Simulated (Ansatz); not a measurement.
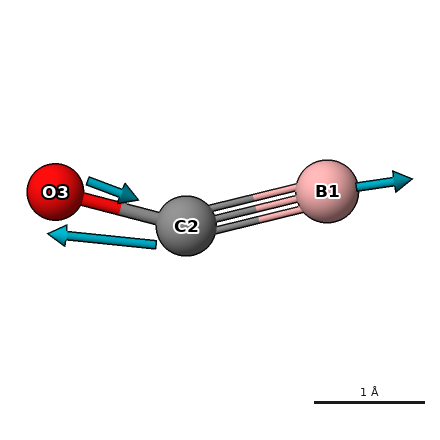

Arrows show the forces on the atoms, 0.1 Å of arrow for 1 eV/Å; forces under a tenth of the largest aren't drawn. State: neutral, doublet. Level of theory: ωB97M-V/def2-TZVPP (Ansatz 0.2.0).

**On which atom is the force largest, and how large is it?**

On C2: 10.17 eV/Å.

List the force components in the frame of the picture (x right, y up, z towards the viewer), in eV/Å.

```tsv
atom	Fx	Fy	Fz
B1	5.30	0.78	−0.17
C2	−10.10	1.04	0.60
O3	4.80	−1.81	−0.43
```

The determinant isn't a pure spin state (⟨S²⟩ up to 1.59).
